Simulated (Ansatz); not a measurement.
**GaCl (SMILES [Cl][Ga]): BCCD(T)/cc-pVTZ**

What is the energy change on altering one bond length of GaCl at BCCD(T)/cc-pVTZ? 

The results are computed with Ansatz 0.2.0.

31 further runs of the same task are left out: 31 set aside as unsound or not needed.

## 1. The system as given

GaCl has 2 atoms, charge 0, and is taken as a singlet. SMILES: `[Cl][Ga]`. The shape is that of a PBE0-D4/def2-TZVP optimisation.

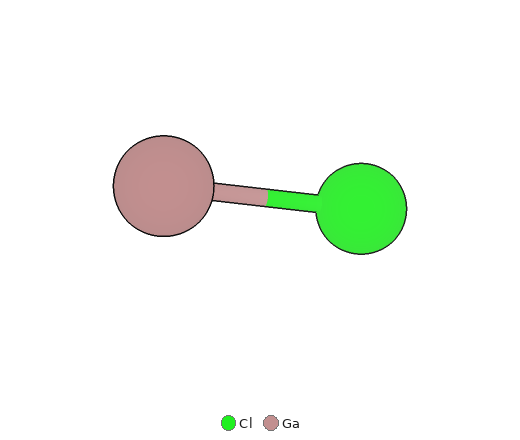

Viewed from a chosen angle; chlorine green, gallium pink.

## 2. The energy at BCCD(T)/cc-pVTZ

in.yaml

```yaml
crystal:
  periodic: [false, false, false]
  atoms:
    - {symbol: Cl, position_ang: [-0.000000, 0.000000, -0.023560]}
    - {symbol: Ga, position_ang: [0.000000, -0.000000, 2.192160]}
basis:
  gaussian: {orbitals: cc-pVTZ}
correlation: {method: bccd_t, frozen_orbitals: {Cl: 5, Ga: 9}}
accuracy: high
scf: {omitted_lower_state_checks: [cluster_reference, increment]}
```

On the command line:

```bash
$ ansatz run in.yaml --threads 1 --pin off --max-ram 3480MiB --events-out events.jsonl --progress --plain --runs-dir runs
```

The log of the run:

```text
Warning: RAYON_NUM_THREADS=1 ignored (pool sized by the plan → 1); use --threads N
Functional definition: HF
  name "HF"
  exchange = exact_x
  correlation = 0
these checks for a lower state are left out or cut short: cluster_reference, increment
1035 factors; integrals over basis functions are off by at most 4.2e-9 eV
mean field evaluation 1: about -64840.5796 eV, gradient 1.4e1 eV
mean field evaluation 2: about -64840.6451 eV, gradient 1.5e1 eV
mean field evaluation 4: about -64841.4516 eV, gradient 1.1e0 eV
mean field evaluation 8: about -64841.4664 eV, gradient 1.0e-4 eV
mean field evaluation 16: about -64841.4664 eV, gradient 2.1e-8 eV
mean field -64841.46639041 eV, -2382.8799387230 hartree, gradient 2.4e-8 eV, S^2 0.000000; 0 other end points of the search recorded, 0 dependent functions left out
14 core orbitals not correlated: weight in the atoms' cores, before any rotation towards them, 1.000 or more for the frozen orbitals, at most 0.000 for the correlated occupied ones
reference -64841.46639041 eV, -2382.8799387230 hartree; 10, 10 occupied and 53, 53 virtual orbitals, 1035 factors
second order -8.45278328 eV of doubles, -0.00000000 eV of singles
cycle   1  -8.71123285 eV  change   -2.6e-1 eV  update   8.0e-2
cycle   2  -8.99524560 eV  change   -2.8e-1 eV  update   2.7e-2
cycle   3  -9.03595375 eV  change   -4.1e-2 eV  update   1.3e-2
cycle   4  -9.02811980 eV  change    7.8e-3 eV  update   2.6e-3
cycle   5  -9.02723099 eV  change    8.9e-4 eV  update   1.0e-3
cycle   6  -9.02698517 eV  change    2.5e-4 eV  update   3.3e-4
cycle   7  -9.02695050 eV  change    3.5e-5 eV  update   1.5e-4
cycle   8  -9.02689465 eV  change    5.6e-5 eV  update   4.9e-5
cycle   9  -9.02690370 eV  change   -9.1e-6 eV  update   1.6e-5
cycle  10  -9.02689527 eV  change    8.4e-6 eV  update   3.6e-6
cycle  11  -9.02689573 eV  change   -4.6e-7 eV  update   1.1e-6
cycle  12  -9.02689602 eV  change   -2.9e-7 eV  update   2.8e-7
cycle  13  -9.02689594 eV  change    8.3e-8 eV  update   8.1e-8
cycle  14  -9.02689600 eV  change   -6.3e-8 eV  update   3.2e-8
cycle  15  -9.02689603 eV  change   -2.7e-8 eV  update   1.9e-8
cycle  16  -9.02689578 eV  change    2.5e-7 eV  update   9.1e-8
cycle  17  -9.02689577 eV  change    1.1e-8 eV  update   2.7e-8
cycle  18  -9.02689576 eV  change    1.2e-8 eV  update   8.1e-9
cycle  19  -9.02689575 eV  change    1.8e-9 eV  update   2.8e-9
cycle  20  -9.02689575 eV  change  -2.4e-11 eV  update  7.8e-10
perturbative correction -0.49488652 eV, -0.0181867440 hartree
Total energy: -64850.98817268 eV, -2383.2298577674 hartree
Checks for a lower state left out: cluster_reference, increment
```

Run time: 4.5 s. Hardware: 1 thread of Arm Neoverse V2, shared host; peak memory 0.27 GiB.

## 3. The distorted shape at the same level

molecule.yaml

```yaml
basis:
  gaussian: {orbitals: cc-pVTZ}
crystal:
  periodic: [false, false, false]
  atoms:
    - {symbol: Cl, position_ang: [-0.000000, 0.000000, -1.796140]}
    - {symbol: Ga, position_ang: [0.000000, -0.000000, 2.192160]}
magnetization: {spin_polarized: false, initial_magnetization: 0}
correlation: {method: bccd_t, frozen_orbitals: {Cl: 5, Ga: 9}}
accuracy: high
scf: {omitted_lower_state_checks: [cluster_reference, increment]}
```

On the command line:

```bash
$ ansatz run molecule.yaml --threads 1 --pin off --max-ram 3480MiB --events-out events.jsonl --progress --plain --runs-dir runs
```

The log of the run:

```text
Warning: RAYON_NUM_THREADS=1 ignored (pool sized by the plan → 1); use --threads N
[... 4 set-up lines as earlier in the session ...]
these checks for a lower state are left out or cut short: cluster_reference, increment
927 factors; integrals over basis functions are off by at most 4.6e-9 eV
mean field evaluation 1: about -64836.9775 eV, gradient 2.0e1 eV
mean field evaluation 2: about -64836.9842 eV, gradient 2.0e1 eV
mean field evaluation 4: about -64838.4834 eV, gradient 1.2e0 eV
mean field evaluation 8: about -64838.5140 eV, gradient 1.2e-1 eV
mean field evaluation 16: about -64838.5143 eV, gradient 1.5e-8 eV
mean field -64838.51431607 eV, -2382.7714519922 hartree, gradient 2.1e-8 eV, S^2 0.000000; 0 other end points of the search recorded, 0 dependent functions left out
14 core orbitals not correlated: weight in the atoms' cores, before any rotation towards them, 1.000 or more for the frozen orbitals, at most 0.000 for the correlated occupied ones
reference -64838.51431607 eV, -2382.7714519922 hartree; 10, 10 occupied and 53, 53 virtual orbitals, 927 factors
second order -8.02447569 eV of doubles, -0.00000000 eV of singles
cycle   1  -8.36245118 eV  change   -3.4e-1 eV  update   9.7e-2
cycle   2  -8.59941098 eV  change   -2.4e-1 eV  update   4.7e-2
cycle   3  -8.71178453 eV  change   -1.1e-1 eV  update   3.6e-2
cycle   4  -8.71324829 eV  change   -1.5e-3 eV  update   1.4e-2
cycle   5  -8.70331294 eV  change    9.9e-3 eV  update   9.5e-3
cycle   6  -8.69998231 eV  change    3.3e-3 eV  update   5.9e-3
cycle   7  -8.70020398 eV  change   -2.2e-4 eV  update   1.8e-3
cycle   8  -8.70019179 eV  change    1.2e-5 eV  update   1.0e-3
cycle   9  -8.70038188 eV  change   -1.9e-4 eV  update   6.8e-4
cycle  10  -8.70079162 eV  change   -4.1e-4 eV  update   4.0e-4
cycle  11  -8.70064218 eV  change    1.5e-4 eV  update   2.7e-4
cycle  12  -8.70062558 eV  change    1.7e-5 eV  update   7.5e-5
cycle  13  -8.70061178 eV  change    1.4e-5 eV  update   3.5e-5
cycle  14  -8.70059033 eV  change    2.1e-5 eV  update   1.1e-5
cycle  15  -8.70059102 eV  change   -6.9e-7 eV  update   4.6e-6
cycle  16  -8.70059240 eV  change   -1.4e-6 eV  update   1.7e-6
cycle  17  -8.70059217 eV  change    2.3e-7 eV  update   8.1e-7
cycle  18  -8.70059223 eV  change   -5.4e-8 eV  update   3.1e-7
cycle  19  -8.70059244 eV  change   -2.1e-7 eV  update   1.2e-7
cycle  20  -8.70059243 eV  change    7.7e-9 eV  update   6.4e-8
cycle  21  -8.70059243 eV  change    4.5e-9 eV  update   4.5e-8
cycle  22  -8.70059174 eV  change    6.9e-7 eV  update   1.2e-7
cycle  23  -8.70059164 eV  change    9.6e-8 eV  update   4.4e-8
cycle  24  -8.70059161 eV  change    3.1e-8 eV  update   3.2e-8
cycle  25  -8.70059161 eV  change    3.0e-9 eV  update   1.6e-8
cycle  26  -8.70059160 eV  change    4.8e-9 eV  update   9.5e-9
cycle  27  -8.70059161 eV  change   -2.8e-9 eV  update   5.1e-9
cycle  28  -8.70059161 eV  change   -1.7e-9 eV  update   2.1e-9
perturbative correction -0.45321563 eV, -0.0166553672 hartree
Total energy: -64847.66812331 eV, -2383.1078482035 hartree
Checks for a lower state left out: cluster_reference, increment
```

Wall time 4.8 s (1 thread of Arm Neoverse V2, shared host); peak memory 0.26 GiB.

## 4. Summary of results

At BCCD(T)/cc-pVTZ, 14 core orbitals frozen:

| quantity | value |
| --- | --- |
| first shape: total energy | -2383.22986 Eh |
| first shape: correlation energy (14 core orbitals frozen) | -349.9 mEh |
| first shape: (T) correction | -18.19 mEh |
| distorted shape: total energy | -2383.10785 Eh |
| distorted shape: correlation energy (14 core orbitals frozen) | -336.4 mEh |
| distorted shape: (T) correction | -16.66 mEh |
| energy change with the Cl1–Ga2 bond stretched from 2.216 to 3.988 Å | 3.320 eV |

What this shows: With the Cl1–Ga2 bond stretched from 2.216 to 3.988 Å the energy rises by 3.32 eV (320 kJ/mol). The first shape isn't relaxed at this level, so the change isn't measured from a minimum. The triples (first shape) make up 5.2 % of the correlation energy. The triples (distorted shape) make up 5.0 % of the correlation energy.
